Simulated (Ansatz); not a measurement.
**AlBrF2H2O: two geometries relaxed**

Are the two ends of the reaction (ligand exchange) separate minima, and which lies lower? Each is relaxed from a guess. Meant to form: Al1–Br6, H7–O2; to break: Al1–O2, H7–Br6. The start is a guess near the saddle point, from which both ends are pulled out.

Method: RKS PBE-D4/def2-SVP, in Ansatz 0.2.0.

### 1 The system as given

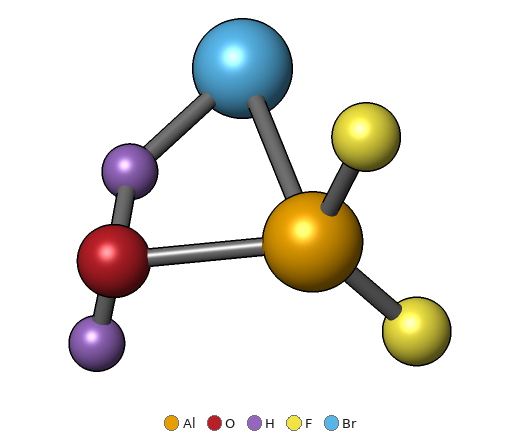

Start, viewed from a chosen angle; aluminium amber, oxygen red, hydrogen purple, fluorine yellow, bromine blue.

Coordinates:

```xyz
7

Al    0.0000    0.0000    0.0000
O     0.0000    0.0000    2.1300
H    -0.9095   -0.2814    2.4671
F     1.4635    0.0000   -0.8450
F    -1.4635    0.0000   -0.8450
Br    0.1215    2.5689    0.8545
H     0.0592    1.2514    2.0086
```

### 2 A restrained relaxation towards end A

Springs on the bonds that form and break draw the guess towards this end; the thresholds are loose.

Contents of input.yaml:

```yaml
crystal:
  periodic: [false, false, false]
  atoms:
    - { symbol: Al, position_ang: [0.0, 0.0, 0.0] }
    - { symbol: O, position_ang: [0.0, 0.0, 2.13] }
    - { symbol: H, position_ang: [-0.9095, -0.2814, 2.4671] }
    - { symbol: F, position_ang: [1.4635, 0.0, -0.845] }
    - { symbol: F, position_ang: [-1.4635, 0.0, -0.845] }
    - { symbol: Br, position_ang: [0.1215, 2.5689, 0.8545] }
    - { symbol: H, position_ang: [0.0592, 1.2514, 2.0086] }
basis:
  gaussian: { orbitals: def2-SVP }
hamiltonian:
  xc: pbe
  dispersion: d4
relax:
  f_tol: 0.15
  max_steps: 25
  restrain:
    - { distance: [0, 5], at: 3.61, k: 30.0 }
    - { distance: [6, 1], at: 2.21, k: 30.0 }
    - { distance: [0, 1], at: 1.78, k: 30.0 }
    - { distance: [6, 5], at: 1.55, k: 30.0 }
```

Started as:

```
> ansatz run input.yaml --threads 2 --pin off --max-ram 3072MiB --backend cpu --events-out ev --progress --plain --runs-dir out
```

Log (excerpt; [...] marks lines left out):

```text
Warning: RAYON_NUM_THREADS=2 ignored (pool sized by the plan → 2); use --threads N
[...]
Functional definition: PBE
[...]
1093 factors; their error is unknown
[...]
mean field -84123.76991478 eV, -3091.4915232289 hartree, gradient 4.6e-5 eV, S^2 0.000000; 0 other end points of the search recorded, 0 dependent functions left out
[...]
reference -84123.76995438 eV, -3091.4915246842 hartree; 38, 38 occupied and 64, 64 virtual orbitals, 1093 factors
relax step   1: F+E_penalty+E_count = -84123.91390438 eV  Δ(F+E_penalty+E_count) = +0.000e0 eV  max|allowed force component| = 2.671e0 eV/Å  E_restraint = 28.17834729 eV  max|allowed force component, restraints' pulls added| = 3.171e1 eV/Å  Δτ_max = 0.0000 Å  (27 SCF iters, accepted)
[...]
relax step   3: F+E_penalty+E_count = -84123.59971142 eV  Δ(F+E_penalty+E_count) = -8.565e-2 eV  max|allowed force component| = 1.902e0 eV/Å  E_restraint = 2.95644551 eV  max|allowed force component, restraints' pulls added| = 1.008e1 eV/Å  Δτ_max = 0.1910 Å  (34 SCF iters, accepted)
[...]
relax step   5: F+E_penalty+E_count = -84124.02924215 eV  Δ(F+E_penalty+E_count) = -1.605e-1 eV  max|allowed force component| = 1.441e0 eV/Å  E_restraint = 0.05134663 eV  max|allowed force component, restraints' pulls added| = 8.199e-1 eV/Å  Δτ_max = 0.2000 Å  (31 SCF iters, accepted)
[...]
relax step  11: F+E_penalty+E_count = -84124.12268397 eV  Δ(F+E_penalty+E_count) = +2.994e-3 eV  max|allowed force component| = 1.186e0 eV/Å  E_restraint = 0.03458061 eV  max|allowed force component, restraints' pulls added| = 1.288e-2 eV/Å  Δτ_max = 0.0541 Å  (25 SCF iters, accepted)
  distance Al 0 - Br 5 = 3.6034 Å
  distance H 6 - O 1 = 2.2031 Å
  distance Al 0 - O 1 = 1.7542 Å
  distance H 6 - Br 5 = 1.5106 Å
1093 factors; their error is unknown
[...]
mean field -84123.98675027 eV, -3091.4994917863 hartree, gradient 7.6e-5 eV, S^2 0.000000; 1 other end points of the search recorded, 0 dependent functions left out
[...]
reference -84123.98679143 eV, -3091.4994932988 hartree; 38, 38 occupied and 64, 64 virtual orbitals, 1093 factors
Total energy: -84124.12272512 eV, -3091.5044887699 hartree
Atom 0 at    -0.064643    -0.229335     0.035125 Å, force     0.029637     0.163403     0.830964 eV/Å
Atom 1 at    -0.051143    -0.294619     1.788086 Å, force     0.023150     0.237660    -0.743717 eV/Å
Atom 2 at    -0.909644    -0.411488     2.231544 Å, force    -0.007276    -0.011763     0.006722 eV/Å
Atom 3 at     1.396414    -0.224025    -0.753840 Å, force    -0.006623    -0.002472    -0.000850 eV/Å
Atom 4 at    -1.492386    -0.331651    -0.814367 Å, force     0.001316     0.002409     0.003312 eV/Å
Atom 5 at     0.133147     3.157467     1.249704 Å, force     0.089200    -1.186075     0.543643 eV/Å
Atom 6 at     0.259455     1.872552     2.033947 Å, force    -0.129403     0.796839    -0.640074 eV/Å
Dipole moment:    -0.271011    -0.164956     0.377787 e Å
```

Run time: 22 s. Hardware: 2 threads of Arm Neoverse V1, shared host; peak memory 0.15 GiB.

The steps of the relaxation:

```
step  energy from step 1 (eV)  largest force component (eV/Å)
   1                   0.0000                          2.6712
   2                   0.3998                          2.2199
   3                   0.3142                          1.9020
   4                   0.0452                          1.6375
   5                  -0.1153                          1.4406
   6                  -0.1560                          1.3111
   7                  -0.1761                          1.2175
   8                  -0.1995                          1.2030
   9                  -0.2011                          1.1930
  10                  -0.2118                          1.1044
  11                  -0.2088                          1.1861
```

Step 1 is the start. Energies and forces in the table leave out the springs, which the log lists apart; the run stops on the force with the springs' pull added.

After: Bond lengths: Al1–O2 1.754 Å, O2–H3 0.973 Å, Al1–F4 1.660 Å, Al1–F5 1.664 Å, Br6–H7 1.511 Å. Angles: Al1–O2–H3 116.9°, O2–Al1–F4 117.9°, O2–Al1–F5 121.0°, F4–Al1–F5 120.8°.

Pairs that crossed the distance rule for bonds on the way: moved apart Al1–Br6.

### 3 Relaxing end A

It starts where the restrained run ended.

Contents of input.yaml:

```yaml
crystal:
  periodic: [false, false, false]
  atoms:
    - { symbol: Al, position_ang: [-0.064643, -0.229335, 0.035125] }
    - { symbol: O, position_ang: [-0.051143, -0.294619, 1.788086] }
    - { symbol: H, position_ang: [-0.909644, -0.411488, 2.231544] }
    - { symbol: F, position_ang: [1.396414, -0.224025, -0.75384] }
    - { symbol: F, position_ang: [-1.492386, -0.331651, -0.814367] }
    - { symbol: Br, position_ang: [0.133147, 3.157467, 1.249704] }
    - { symbol: H, position_ang: [0.259455, 1.872552, 2.033947] }
basis:
  gaussian: { orbitals: def2-SVP }
hamiltonian:
  xc: pbe
  dispersion: d4
relax:
  f_tol: 0.03
  max_steps: 50
output:
  orbitals: {}
```

Started as:

```
> ansatz run input.yaml --threads 2 --pin off --max-ram 3072MiB --backend cpu --events-out ev --progress --plain --runs-dir out
```

Log (excerpt; [...] marks lines left out):

```text
Warning: RAYON_NUM_THREADS=2 ignored (pool sized by the plan → 2); use --threads N
[...]
Functional definition: PBE
[...]
1093 factors; their error is unknown
[...]
mean field -84123.98675027 eV, -3091.4994917862 hartree, gradient 3.0e-5 eV, S^2 0.000000; 0 other end points of the search recorded, 0 dependent functions left out
[...]
reference -84123.98679137 eV, -3091.4994932966 hartree; 38, 38 occupied and 64, 64 virtual orbitals, 1093 factors
relax step   1: F+E_penalty+E_count = -84124.12268396 eV  Δ(F+E_penalty+E_count) = +0.000e0 eV  max|allowed force component| = 1.186e0 eV/Å  Δτ_max = 0.0000 Å  (27 SCF iters, accepted)
[...]
relax step   5: F+E_penalty+E_count = -84124.51126175 eV  Δ(F+E_penalty+E_count) = -4.261e-2 eV  max|allowed force component| = 1.526e0 eV/Å  Δτ_max = 0.1931 Å  (34 SCF iters, accepted)
[...]
mean field -84125.42863077 eV, -3091.5524799171 hartree, gradient 1.4e-5 eV, S^2 0.000000; 1 other end points of the search recorded, 0 dependent functions left out
[...]
reference -84125.42866971 eV, -3091.5524813482 hartree; 38, 38 occupied and 64, 64 virtual orbitals, 1093 factors
Total energy: -84125.57351633 eV, -3091.5578043632 hartree
Atom 0 at     0.063240     0.570985     0.006648 Å, force    -0.015036    -0.016028     0.003296 eV/Å
Atom 1 at    -0.020601     0.015741     1.898621 Å, force     0.019542     0.001809     0.003048 eV/Å
Atom 2 at    -0.880304    -0.434961     2.040726 Å, force    -0.010972     0.000199    -0.009924 eV/Å
Atom 3 at     1.425577    -0.167477    -0.623908 Å, force     0.002110     0.004872    -0.002823 eV/Å
Atom 4 at    -1.433545    -0.098561    -0.379438 Å, force     0.004632     0.002975     0.000050 eV/Å
Atom 5 at     0.147687     2.822981     0.379632 Å, force     0.003429     0.005734    -0.004603 eV/Å
Atom 6 at    -0.030855     0.830193     2.447918 Å, force    -0.003706     0.000439     0.010957 eV/Å
Dipole moment:    -0.291412    -0.147137     0.965138 e Å
```

It took 34 s on 2 threads of Arm Neoverse V1, shared host; peak memory 0.15 GiB.

Relaxation path:

```
step  energy from step 1 (eV)  largest force component (eV/Å)
   1                   0.0000                          1.1861
   2                  -0.1401                          0.2635
   3                  -0.2258                          0.5363
   4                  -0.3460                          0.6882
   5                  -0.3886                          1.5263
   6                  -0.5711                          1.1969
   7                  -0.7978                          2.8359
   8                  -0.9609                          3.5601
   9                  -1.2645                          1.0143
  10                  -1.3001                          0.6657
  11                  -1.3885                          0.5390
  12                  -1.4022                          0.9179
  13                  -1.4237                          0.3758
  14                  -1.4412                          0.1361
  15                  -1.4473                          0.1319
  16                  -1.4496                          0.1063
  17                  -1.4508                          0.0195
```

Step 1 is the start.

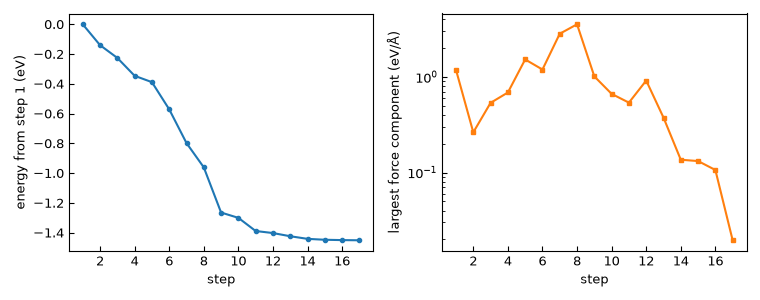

Energy and largest force along the relaxation.

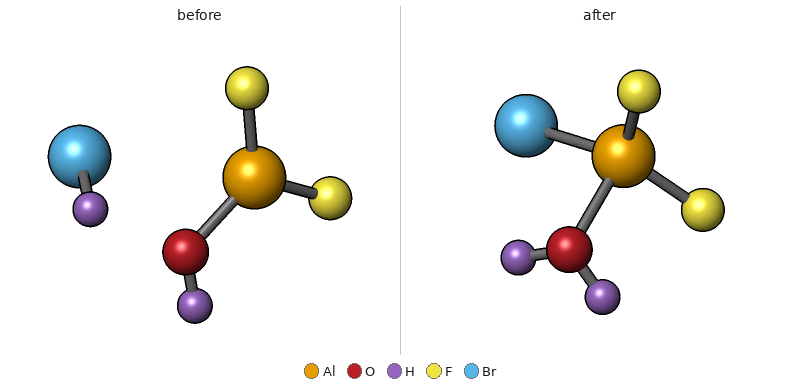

Before and after, at one scale.

After: Bond lengths: Al1–O2 1.974 Å, O2–H3 0.981 Å, Al1–F4 1.673 Å, Al1–F5 1.685 Å, Al1–Br6 2.284 Å, O2–H7 0.982 Å. Angles: Al1–O2–H3 107.8°, Al1–O2–H7 107.7°, H3–O2–H7 106.9°, O2–Al1–F4 105.8°, O2–Al1–F5 94.0°, O2–Al1–Br6 97.0°, F4–Al1–F5 117.5°, F4–Al1–Br6 117.8°, F5–Al1–Br6 117.5°.

Pairs that crossed the distance rule for bonds on the way: came closer Al1–Br6, O2–H7; moved apart Br6–H7.

[end of part 1 of 2]
